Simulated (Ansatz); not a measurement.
# Ba2C (built on the sites of a database entry of Be2C): a soft mode frozen in, part 2 of 2

Aim: this structure of Ba2C (built on the sites of a database entry of Be2C) is to be tested for unstable modes, and one is followed downhill.

Ansatz 0.2.0; DFT LDA, scalar-relativistic, plane waves, PAW.

So far, highest frequency on the path or at a solved wavevector (cm⁻¹): step 2 (response at finite wavevector) 347. Also lowest frequency on the path (cm⁻¹): step 2 -30.0.

The structure was built from a prototype and need not be the compound's stable phase.

## 6. Relaxation from the frozen mode

Starting from the lowest point found, all atoms and the cell are let go, so that strain and other modes of the same symmetry can join in.

input.yaml reads:

```yaml
crystal:
  lattice:
    - [0.0, -3.3958497574, -3.3958497574]
    - [0.0, 3.3958497574, -3.3958497574]
    - [6.7916995149, 0.0, 0.0]
  atoms:
    - { symbol: Ba, position: [0.0, 0.5, 0.7823924814] }
    - { symbol: Ba, position: [0.5, 0.0, 0.2176075186] }
    - { symbol: Ba, position: [0.0, 0.5, 0.2823924814] }
    - { symbol: Ba, position: [0.5, 0.0, 0.7176075186] }
    - { symbol: C, position: [0.5, 0.5, 0.5] }
    - { symbol: C, position: [0.0, 1.0, 0.0] }
kpoints:
  mp_grid: { grid: [6, 6, 6] }
hamiltonian:
  xc: lda
scf:
  occupations: { method: methfessel_paxton, width: 0.15 }
output:
  forces: true
  stress: true
  eigenvalues: true
relax:
  adjacent_minimum: "off"
  f_tol: 0.002
  max_steps: 120
  cell: { stress_tol: 0.03 }
```

Command:

```console
> ansatz run input.yaml --threads 4 --pin off --max-ram 7168MiB --backend cpu --events-out ev --progress --plain --runs-dir out
```

Numbers of over 12 decimals in the logs are rounded to 6 here.

What it wrote:

```text
[...]
Crystal: 6 atoms, lattice volume = 156.641 Å³
Basis set: ecut = 420 eV, 2995 PW (Γ)
Bands: 30, of which v1, the nominal top of the filled ones, is band 24 counted from 1 (23 counted from 0)
Symmetry: 16 space group operations
[...]
k-points: 40 of 216
[...]
SCF iter   1: F=—  HF=-23600.995685 eV  |F-HF|=—  |Δ(HF+E_count)|=         —  Δρ=1.26e-2  dr2=5.75e-1  ethr=1.77e-3  ⟨swp⟩=10.2  Hψ=6913  notcnv=0
[...]
SCF iter   8: F=-23600.919716 eV  HF=-23600.919716 eV  |F-HF|=6.48e-10  |Δ(HF+E_count)|=   3.71e-8  S|Δr|=    0.00e0  Δρ=8.40e-7  dr2=2.15e-9  ethr=2.08e-10  ⟨swp⟩=5.5  Hψ=4627  notcnv=0
SCF 1 converged in 8 iterations: F = -23600.919716 eV  dr2 = 2.15e-9
[...]
relax step   1: F+E_penalty+E_count = -23600.91971595 eV  Δ(F+E_penalty+E_count) = +0.000e0 eV  max|allowed force component| = 1.422e-3 eV/Å  Δτ_max = 0.0000 Å  P = +0.381 GPa  Ω = 156.641 Å³  (8 SCF iters, dr2 threshold 1.00e-7 eV, accepted)
Crystal: 6 atoms, lattice volume = 159.374 Å³
Basis set: ecut = 420 eV, 3083 PW (Γ)
[...]
SCF iter   6: F=-23600.922215 eV  HF=-23600.922215 eV  |F-HF|=1.46e-8  |Δ(HF+E_count)|=   1.26e-7  S|Δr|=    0.00e0  Δρ=3.46e-6  dr2=4.67e-8  ethr=1.25e-9  ⟨swp⟩=7.1  Hψ=5773  notcnv=0
SCF 2 converged in 6 iterations: F = -23600.922215 eV  dr2 = 4.67e-8
[...]
relax step   2: F+E_penalty+E_count = -23600.92221534 eV  Δ(F+E_penalty+E_count) = -2.499e-3 eV  max|allowed force component| = 5.498e-2 eV/Å  Δτ_max = 0.0010 Å  P = -0.362 GPa  Ω = 159.374 Å³  energy of the carried Pulay correction = -1.387e-3 eV  (6 SCF iters, dr2 threshold 6.00e-7 eV, accepted)
Crystal: 6 atoms, lattice volume = 158.271 Å³
Basis set: ecut = 420 eV, 3075 PW (Γ)
[...]
SCF iter   5: F=-23600.928207 eV  HF=-23600.928207 eV  |F-HF|=5.75e-8  |Δ(HF+E_count)|=   9.00e-7  S|Δr|=    0.00e0  Δρ=7.50e-6  dr2=2.13e-7  ethr=1.25e-9  ⟨swp⟩=5.0  Hψ=5870  notcnv=0
SCF 3 converged in 5 iterations: F = -23600.928207 eV  dr2 = 2.13e-7
relax step   3: F+E_penalty+E_count = -23600.92820735 eV  Δ(F+E_penalty+E_count) = -5.992e-3 eV  max|allowed force component| = 2.535e-2 eV/Å  Δτ_max = 0.0135 Å  P = -0.016 GPa  Ω = 158.271 Å³  energy of the carried Pulay correction = -8.305e-4 eV  (5 SCF iters, dr2 threshold 6.00e-7 eV, accepted)
[...]
relax step   4: F+E_penalty+E_count = -23600.93028474 eV  Δ(F+E_penalty+E_count) = -2.077e-3 eV  max|allowed force component| = 6.775e-3 eV/Å  Δτ_max = 0.0330 Å  P = +0.022 GPa  Ω = 158.640 Å³  energy of the carried Pulay correction = -1.017e-3 eV  (6 SCF iters, dr2 threshold 4.02e-8 eV, accepted)
[...]
relax step   5: F+E_penalty+E_count = -23600.93035766 eV  Δ(F+E_penalty+E_count) = -7.292e-5 eV  max|allowed force component| = 2.193e-4 eV/Å  Δτ_max = 0.0123 Å  P = +0.004 GPa  Ω = 158.927 Å³  energy of the carried Pulay correction = -1.162e-3 eV  (7 SCF iters, dr2 threshold 3.80e-9 eV, accepted)
[...]
relax step   6: F+E_penalty+E_count = -23600.93180075 eV  Δ(F+E_penalty+E_count) = -1.443e-3 eV  max|allowed force component| = 2.378e-4 eV/Å  Δτ_max = 0.0000 Å  P = +0.015 GPa  Ω = 158.927 Å³  stress off target by 4.06e-2 GPa  SCF on the basis re-selected at this cell (its energy is not comparable with the rows above)  (5 SCF iters)
[...]
relax step   7: F+E_penalty+E_count = -23600.93175128 eV  Δ(F+E_penalty+E_count) = +4.947e-5 eV  max|allowed force component| = 1.940e-4 eV/Å  Δτ_max = 0.0020 Å  P = -0.008 GPa  Ω = 159.054 Å³  energy of the carried Pulay correction = -6.355e-5 eV  (5 SCF iters, dr2 threshold 4.13e-9 eV, accepted)
[...]
SCF iter   5: F=-23600.931817 eV  HF=-23600.931817 eV  |F-HF|=3.64e-12  |Δ(HF+E_count)|=  1.09e-11  S|Δr|=    0.00e0  Δρ=3.38e-8  dr2=2.09e-12  ethr=1.00e-12  ⟨swp⟩=6.0  Hψ=5763  notcnv=0
SCF 8 converged in 5 iterations: F = -23600.931817 eV  dr2 = 2.09e-12
relax step   8: F+E_penalty+E_count = -23600.93181734 eV  Δ(F+E_penalty+E_count) = -6.607e-5 eV  max|allowed force component| = 1.943e-4 eV/Å  Δτ_max = 0.0000 Å  P = -0.008 GPa  Ω = 159.054 Å³  stress off target by 8.16e-3 GPa  SCF on the basis re-selected at this cell (its energy is not comparable with the rows above)  (5 SCF iters)
[...]
SCF converged after 5 iterations
[...]
Free energy (F): -23600.931817 eV
[...]
Internal energy: -23600.935291 eV  (E = F + TS)
E sigma→0 (E₀):  -23600.932686 eV
Entropy (-TS):   0.003474 eV (0.579 meV/atom)
Fermi energy:    10.308717 eV
[...]
--- Forces (eV/Å), atoms counted from 1 ---
  atom   1  Ba     0.00019430    -0.00000000    -0.00000000
  atom   2  Ba    -0.00019430    -0.00000000    -0.00000000
  atom   3  Ba     0.00019430     0.00000000     0.00000000
  atom   4  Ba    -0.00019430     0.00000000     0.00000000
  atom   5  C      0.00000000    -0.00000000    -0.00000000
  atom   6  C     -0.00000000     0.00000000     0.00000000
  max |Σ_I F_I| component: 4.16e-17 eV/Å
--- Stress (GPa, compression-positive) ---
       -0.008156       0.000000      -0.000000
        0.000000      -0.008031       0.000000
       -0.000000       0.000000      -0.008031
  P = ⅓ Tr σ = -0.0081 GPa (-0.081 kbar)
--- Band table (eV; the first three rows and the last of 40) ---
  k-point 0: bands = [... 20 lower, 8.4049, 8.6754, 10.0883, 10.3007, 10.3153, 10.3153, 10.6481, 10.9255, ... 2 higher]
  k-point 1: bands = [... 20 lower, 8.5260, 8.5260, 10.2080, 10.2080, 10.4010, 10.6055, 10.6997, 11.1217, ... 2 higher]
  k-point 2: bands = [... 20 lower, 8.8657, 8.8657, 9.8721, 9.8721, 10.8489, 11.0212, 11.3034, 11.3441, ... 2 higher]
  k-point 39: bands = [... 20 lower, 9.5617, 9.5617, 9.5617, 9.5617, 11.2943, 11.2943, 12.6351, 12.6351, ... 2 higher]
--- Relaxed structure (6 steps of the walk, 6 accepted, 2 SCFs on fresh bases) ---
  F+E_penalty+E_count = -23600.93181734 eV   max|allowed force component| = 1.943e-4 eV/Å   (the final SCF, on the basis selected at the relaxed cell)
  cell:  # Å, volume = 159.0542 Å³
    - [1.8008996372860177e-18, -3.383785, -3.383785]
    - [1.8008996372860146e-18, 3.383785, -3.383785]
    - [6.945598, 0, -3.601799274625066e-18]
  atoms:
    - { symbol: Ba, position: [0.0, 0.5, 0.791481] }
    - { symbol: Ba, position: [0.5, 0.0, 0.208519] }
    - { symbol: Ba, position: [0.0, 0.5, 0.291481] }
    - { symbol: Ba, position: [0.5, 0.0, 0.708519] }
    - { symbol: C, position: [0.5, 0.5, 0.5] }
    - { symbol: C, position: [0.0, 1.0, 0] }
```

Run time: 45 s. Hardware: 4 threads of Arm Neoverse V1, shared host; peak memory 0.55 GiB.

Relaxation path:

```tsv
step	energy less that of the first step (eV)	largest force component (eV/Å)	pressure (GPa)	volume (Å³)
1	0.0000	0.0014	0.38	156.64
2	-0.0025	0.0550	-0.36	159.37
3	-0.0085	0.0254	-0.02	158.27
4	-0.0106	0.0068	0.02	158.64
5	-0.0106	0.0002	0.00	158.93
6*	-0.0121	0.0002	0.02	158.93
7	-0.0120	0.0002	-0.01	159.05
8*	-0.0121	0.0002	-0.01	159.05
```

Relaxation steps marked * repeat the geometry before them on a plane-wave basis chosen anew for their cell, so energy and pressure can jump there.

The run keeps the 16 symmetry operations that it works with, so distortions that break them were not tested.

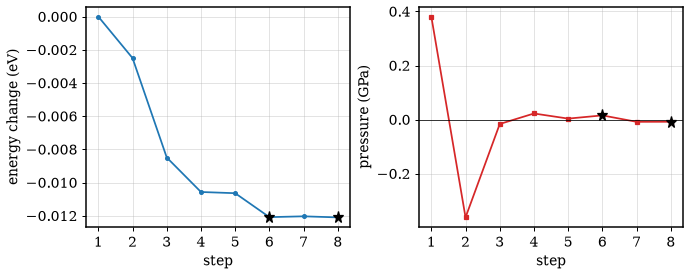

Energy and pressure along the relaxation. Stars mark steps on a basis chosen anew.

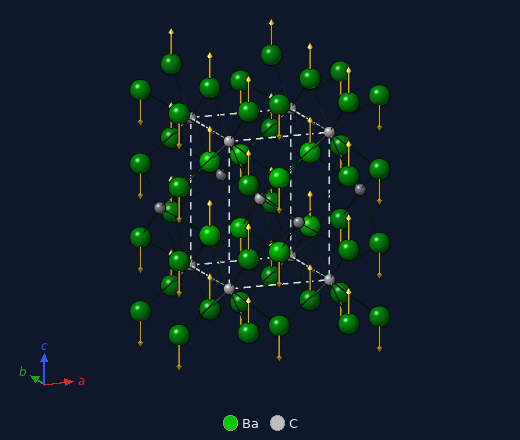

Displacements in the relaxation, exaggerated, measured against the changing cell; the longest in the cell stands for 0.06 Å. Some periodic images of atoms are drawn too.

```tsv
conventional cell, symmetrised	before	after	change
a (Å)	4.802	4.785	-0.4 %
b (Å)	4.802	4.785	-0.4 %
c (Å)	6.792	6.946	+2.3 %
volume (Å³/atom)	26.11	26.51	+1.5 %
```

The atoms that moved most (Å, as changes of fractional coordinates times the final cell):

```tsv
atom	dx	dy	dz	length
Ba1	0.063	0.000	0.000	0.063
Ba3	0.063	0.000	0.000	0.063
Ba4	-0.063	0.000	0.000	0.063
Ba2	-0.063	0.000	0.000	0.063
```

Final coordinates:

```xyz
6
Lattice="0.0000 -3.3838 -3.3838 0.0000 3.3838 -3.3838 6.9456 0.0000 0.0000" Properties=species:S:1:pos:R:3 pbc="T T T"
Ba    5.4973    1.6919   -1.6919
Ba    1.4483   -1.6919   -1.6919
Ba    2.0245    1.6919   -1.6919
Ba    4.9211   -1.6919   -1.6919
C     3.4728    0.0000   -3.3838
C     0.0000    3.3838   -3.3838
```

Numbers from this step:

| Item | Value |
| --- | --- |
| pressure | -0.008073 GPa |
| volume per atom | 26.51 Å³ |

The distorted start has space group P4_2/nmc; the relaxation ends in P4_2/nmc.

## 7. The new phase in its own primitive cell

The relaxed structure is symmetrised, reduced to its primitive cell and relaxed tightly, as its phonons need.

input.yaml reads:

```yaml
crystal:
  lattice:
    - [4.7853942381, 0.0, 0.0]
    - [0.0, 4.7853942381, 0.0]
    - [0.0, 0.0, 6.9455980919]
  atoms:
    - { symbol: Ba, position: [0.0, 0.5, 0.7914807035] }
    - { symbol: Ba, position: [0.5, 0.0, 0.2085192965] }
    - { symbol: Ba, position: [0.0, 0.5, 0.2914807035] }
    - { symbol: Ba, position: [0.5, 0.0, 0.7085192965] }
    - { symbol: C, position: [0.5, 0.5, 0.5] }
    - { symbol: C, position: [0.0, 0.0, 0.0] }
kpoints:
  mp_grid: { grid: [8, 8, 6] }
hamiltonian:
  xc: lda
scf:
  occupations: { method: methfessel_paxton, width: 0.15 }
output:
  forces: true
  stress: true
  eigenvalues: true
relax:
  adjacent_minimum: "off"
  f_tol: 0.001
  max_steps: 60
  cell: { stress_tol: 0.01 }
```

What it wrote:

```text
[...]
Crystal: 6 atoms, lattice volume = 159.054 Å³
Basis set: ecut = 420 eV, 3079 PW (Γ)
Bands: 30, of which v1, the nominal top of the filled ones, is band 24 counted from 1 (23 counted from 0)
Symmetry: 16 space group operations
[...]
k-points: 60 of 384
[...]
cell:  # Å, volume = 159.0590 Å³
    - [4.783864, 0, 0]
    - [0, 4.783864, 0]
    - [0, 0, 6.950251]
  atoms:
    - { symbol: Ba, position: [0, 0.500000, 0.792232] }
    - { symbol: Ba, position: [0.500000, 0, 0.207768] }
    - { symbol: Ba, position: [0, 0.500000, 0.292232] }
    - { symbol: Ba, position: [0.500000, 0, 0.707768] }
    - { symbol: C, position: [0.500000, 0.500000, 0.500000] }
    - { symbol: C, position: [0, 0, 0] }
[key lines of the parts left out:]
SCF converged after 5 iterations
Free energy (F): -23600.936439 eV
Fermi energy:    10.340570 eV
P = ⅓ Tr σ = 0.0003 GPa (0.003 kbar)
```

Wall time 35 s (4 threads); peak memory 0.6 GiB; 2.2 min of CPU time.

Relaxation path:

```tsv
step	energy less that of the first step (eV)	largest force component (eV/Å)	pressure (GPa)	volume (Å³)
1	0.0000	0.0049	-0.02	159.05
2	-0.0001	0.0011	0.04	158.90
3	-0.0001	0.0006	0.01	159.00
4	-0.0001	0.0005	0.00	159.06
5*	-0.0001	0.0005	0.00	159.06
```

Relaxation steps marked * repeat the geometry before them on a plane-wave basis chosen anew for their cell, so energy and pressure can jump there.

Forces are held to the 16 operations that the run works with; a distortion that breaks them can't arise in this run.

```tsv
conventional cell, symmetrised	before	after	change
a (Å)	4.785	4.784	-0.0 %
b (Å)	4.785	4.784	-0.0 %
c (Å)	6.946	6.950	+0.1 %
volume (Å³/atom)	26.51	26.51	+0.0 %
```

Numbers from this step:

| Property | Result |
| --- | --- |
| pressure | 3.23e-4 GPa |

The largest force component left is 0.51 meV/Å and the pressure is 0.000 GPa, within the tolerances set. The cell now holds 26.51 Å³/atom.

## 8. Modes of the new phase, k-mesh 8×8×6

A relaxed structure may still be a saddle point, so its zone-centre modes are computed. No field response is asked, since the mesh shows no gap.

input.yaml reads:

```yaml
crystal:
  lattice:
    - [4.7838644196, 0.0, 0.0]
    - [0.0, 4.7838644196, 0.0]
    - [0.0, 0.0, 6.9502505254]
  atoms:
    - { symbol: Ba, position: [0.0, 0.5, 0.792231901] }
    - { symbol: Ba, position: [0.5, 0.0, 0.207768099] }
    - { symbol: Ba, position: [0.0, 0.5, 0.292231901] }
    - { symbol: Ba, position: [0.5, 0.0, 0.707768099] }
    - { symbol: C, position: [0.5, 0.5, 0.5] }
    - { symbol: C, position: [0.0, 0.0, 0.0] }
kpoints:
  mp_grid: { grid: [8, 8, 6] }
hamiltonian:
  xc: lda
scf:
  occupations: { method: methfessel_paxton, width: 0.15 }
output:
  eigenvalues: true
phonons:
  method: dfpt
```

What it wrote:

```text
zone centre: on kpoints.mp_grid the ground state, and the responses unless they are solved on pairs of k-points, stand on 100 of the mesh's 384 k-points, reduced under 4 symmetry operations, with k and −k counted as one. Each operation leaves every solved displacement unchanged or reverses it
[...]
Crystal: 6 atoms, lattice volume = 159.059 Å³
Basis set: ecut = 420 eV, 3079 PW (Γ), exchange–correlation on 64×64×96 points (8 copies of the dense FFT grid, shifted against one another)
Bands: 30, of which v1, the nominal top of the filled ones, is band 24 counted from 1 (23 counted from 0)
Symmetry: 16 space group operations
k-points: 100 of 384 (irreducible under 4 space group operations, time reversal used)
[...]
SCF iter   1: F=—  HF=-23600.995560 eV  |F-HF|=—  |Δ(HF+E_count)|=         —  Δρ=1.12e-2  dr2=4.53e-1  ethr=1.77e-3  ⟨swp⟩=10.6  Hψ=17722  notcnv=0
[...]
SCF iter  10: F=-23600.936441 eV  HF=-23600.936441 eV  |F-HF|=1.09e-11  |Δ(HF+E_count)|=  7.28e-12  S|Δr|=    0.00e0  Δρ=2.43e-8  dr2=1.28e-12  ethr=1.00e-12  ⟨swp⟩=6.7  Hψ=15270  notcnv=0
SCF 1 converged in 10 iterations: F = -23600.936441 eV  dr2 = 1.28e-12
[...]
DFPT response loops at Γ: preconditioner auto → Kerker (q_TF=auto, 2.234 Å⁻¹) (partly filled bands, converged f_vac=0.000); β = 1.00, the filter's whole step (`scf.mixing.beta` (0.50) is not read by the response loops under this deck's `scf.mixing.preconditioner`; to damp them name `kerker` or `kerker_dos`, under which they read `scf.mixing.beta`, and type it under 1.00, their step now; both keys bind the ground state too); Broyden in place of MSR1
SCF converged after 10 iterations
[...]
Free energy (F): -23600.936441 eV
[...]
Internal energy: -23600.939925 eV  (E = F + TS)
E sigma→0 (E₀):  -23600.937312 eV
Entropy (-TS):   0.003484 eV (0.581 meV/atom)
Fermi energy:    10.340570 eV
[...]
--- Band table (eV; the first three rows and the last of 100) ---
  k-point 0: bands = [... 20 lower, 8.4119, 8.6754, 10.0871, 10.2940, 10.3102, 10.3102, 10.6559, 10.9434, ... 2 higher]
  k-point 1: bands = [... 20 lower, 8.5323, 8.5323, 10.2038, 10.2038, 10.3990, 10.5982, 10.7075, 11.1375, ... 2 higher]
  k-point 2: bands = [... 20 lower, 8.8700, 8.8700, 9.8709, 9.8709, 10.8568, 11.0178, 11.2978, 11.3523, ... 2 higher]
  k-point 99: bands = [... 20 lower, 9.5581, 9.5581, 9.5581, 9.5581, 11.2955, 11.2955, 12.6428, 12.6428, ... 2 higher]
--- Phonons (Γ-DFPT): 5 representative perturbations + reference, on 100 of 384 k-points (Σ response iterations 16) ---
  k mesh reduced under 4 symmetry operations, with k and −k counted as one. Each operation leaves every solved displacement unchanged or reverses it
  ASR residual: 2.157e-5 → 0.000e0 eV/Å²; symmetrization residual: 4.536e-7 eV/Å²
  ASR residual per site (eV/Å²): 7.17e-6 7.17e-6 7.17e-6 7.17e-6 2.16e-5 2.16e-5
  Γ frequencies (cm⁻¹): 0.00 0.00 0.00 38.61 38.61 49.35 55.49 55.49 72.41 95.23 95.23 115.38 182.25 182.25 245.07 256.76 256.76 347.80
  non-analytic LO–TO correction: not included (Born effective charges unavailable; polar crystals: no LO–TO splitting at Γ)
```

Wall time 1.8 min (4 threads); peak memory 2.1 GiB; 6.8 min of CPU time.

This step gave:

- sum-rule residual before enforcement: 2.16e-5 eV/Å²
- point group: 4/mmm
- highest optical mode at the zone centre (no LO-TO term): 347.8 cm⁻¹
- lowest optical zone-centre mode: 38.61 cm⁻¹

Patterns of degenerate modes are one choice out of their space. Modes at Γ, with each element's share of the kinetic energy:

```tsv
mode	frequency (cm⁻¹)	symmetry	Ba %	C %
1	0.0	acoustic	96	4
2	0.0	acoustic	96	4
3	0.0	acoustic	96	4
4	38.6	Eu	99	1
5	38.6	Eu	99	1
6	49.4	A1g	100	0
7	55.5	Eg	95	5
8	55.5	Eg	95	5
9	72.4	B1g	99	1
10	95.2	Eg	91	9
11	95.2	Eg	91	9
12	115.4	B2u	100	0
13	182.2	Eg	14	86
14	182.2	Eg	14	86
15	245.1	A2u	4	96
16	256.8	Eu	5	95
17	256.8	Eu	5	95
18	347.8	B1g	1	99
```

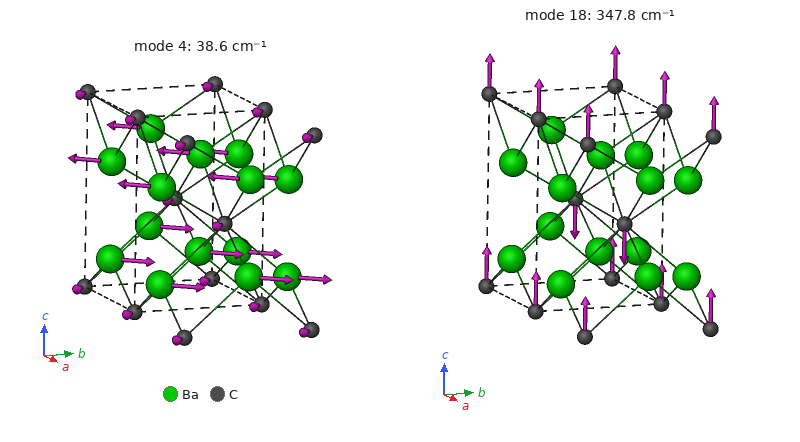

Displacement patterns of modes 4 and 18 at Γ; arrows are exaggerated. 2×1×1 cells are drawn. Some periodic images of atoms are drawn too.

Before it was imposed, the acoustic sum rule was missed by 2.2e-5 eV/Å². Small misses are needed for a sound result but don't prove that mesh and cutoff are converged. The lowest optical mode is real, 38.6 cm⁻¹.

## 9. The phases reached

The phases reached along the modes that were followed are set side by side.

Energies are those of the first relaxation, on the mesh of the frozen mode; space group, volume and gap are those of the last relaxation. Phases, by row:

```tsv
mode frozen in	space group	energy from parent (meV/atom)	volume (Å³/atom)	gap on mesh (eV)	lowest zone-centre optical mode (cm⁻¹)	largest shift (Å)
parent	Fm-3m	0	26.11	0	–	–
q = (0, -0.5, -0.5), 30i cm⁻¹	P4_2/nmc	-5.28	26.51	0	38.6	0.288
```

## 10. Outcome

| Property | Result |
| --- | --- |
| unstable mode of the parent | q = (0, -0.5, -0.5), 30i cm⁻¹ |
| depth at the lowest point sampled | 3.27 meV/atom |
| largest atomic shift at that point | 0.22 Å |
| space group reached (within 0.01 Å) | P4_2/nmc |
| energy gained over the parent (first relaxation, on the mesh of the frozen mode) | 5.28 meV/atom |
| volume per atom, phase reached | 26.5 Å³ |
| lowest optical zone-centre mode, phase reached | 38.6 cm⁻¹ |
| highest optical mode at the zone centre (no LO-TO term), phase reached | 348 cm⁻¹ |

Along this mode the structure falls into P4_2/nmc, 5.28 meV/atom below the parent. At the parent's cell the well is 3.273 meV/atom deep on the steps tried, with its lowest point at a shift of 0.22 Å. Relaxing atoms and cell changes the gain by +2.00 meV/atom against the lowest step (energies at zero smearing). The new phase has no imaginary mode at the zone centre of its cell; other wavevectors were not checked. Each path keeps the symmetry of its pattern, so a lower phase may lie along a pattern not tried. With no gap, or one that is small against the smearing, the frequencies hang on the k mesh and the smearing, most of all near Kohn anomalies. Spin-orbit coupling is left out, which can matter for the heavy elements here. A phonon run warned that its eigensolver left some bands unconverged in a pass. The starting cell was built on a prototype and not taken from a measurement, so the phase need not exist.

[Logs are printed without paths, hosts, clocks, repeated set-up lines and the standing remarks that a program may print on its own settings, such as how far it seeks lower states.]

[Hosts, paths, dates, database ids (printed as entryN), source tags and the programs' standing remarks are cut or masked in the printed files.]
